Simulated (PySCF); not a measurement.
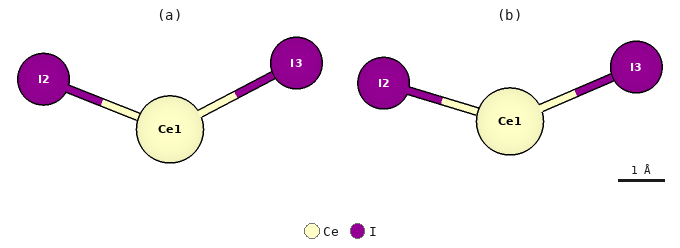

The structure of CeI2 before (left) and after (right) a relaxation, at one scale.

Style: ball-and-stick. Shown at a tilt.

All numbers below come from RKS PBE0, Ce lcecp-0-SVP with ECP48, I def2-SVP with ECP28; non-relativistic Hamiltonian with scalar-relativistic core potentials; density fitting (PySCF).

Input
```
mol = gto.M(atom='''
Ce     0.00000     0.00000    -0.83940
I      2.90950    -0.00000     0.46270
I     -2.90950     0.00000     0.46270''',
    basis={'Ce': 'lcecp-0-SVP', 'I': 'def2-SVP'},
    ecp={'Ce': 'lcecp-0-SVP', 'I': 'def2-SVP'},
    charge=0, spin=0)
mf = dft.RKS(mol, xc='PBE0')
mf.grids.atom_grid = (50, 194)  # f atoms: at least (60, 302), unpruned
mf = mf.density_fit()  # Ce AutoAux, I def2-universal-JKFIT
mf.conv_tol = 1e-08; mf.max_cycle = 55
mf.kernel(dm0)
# quasi-Newton relaxation in Cartesian coordinates to a largest gradient under 0.00045 Eh/bohr, steps kept in the point group
```

Run as
```bash
OMP_NUM_THREADS=2 python run.py
```

Describe what moved and what it gained.

Answer. Over 6 geometry steps the energy falls by 0.074 eV. The largest force component goes from 0.55 to 0.016 eV/Å. Ce1 moves most after the best rigid fit: 0.18 Å. Largest moves by element: Ce 0.18 Å, I 0.09 Å. Near-neighbour distances that change, for instance: Ce1–I2 3.188 → 3.086 Å. Bond angles that change, for instance: I2–Ce1–I3 131.8° → 140.8°. Cost: 30 s on 2 threads of Arm Neoverse V1, on a shared host, peak memory 0.57 GiB.
